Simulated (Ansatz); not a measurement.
Ru (P6_3/mmc, No. 194): the geometry relaxed at fixed volume with DFT PBE, spin-orbit coupling, plane waves, PAW (Ansatz 0.2.0).

```xyz
2
Lattice="2.7195 0.0000 0.0000 -1.3597 2.3552 0.0000 0.0000 0.0000 4.2963" Properties=species:S:1:pos:R:3 pbc="T T T"
Ru    0.0000    1.5701    3.2222
Ru    1.3597    0.7851    1.0741
```

What will an integrated-DPC-like image along [100] show? Simulated as the projected potential of neutral atoms (B = 0.5 Å²) blurred by a 0.86 Å probe, the thin-sample limit of integrated differential phase contrast.

The columns repeat on a rectangular net of 2.36 × 4.30 Å (plane group p2mg). All columns are alike (Ru). The shortest distance between visible columns is 2.29 Å in projection. Along the beam the structure repeats every 2.72 Å.

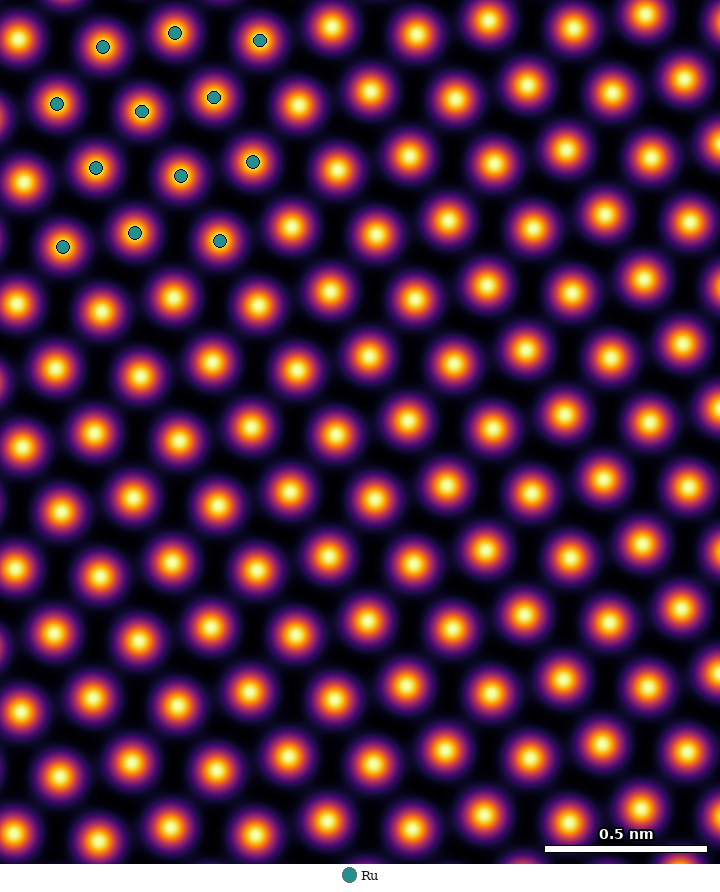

The simulated image, with the columns of the model marked in one corner.
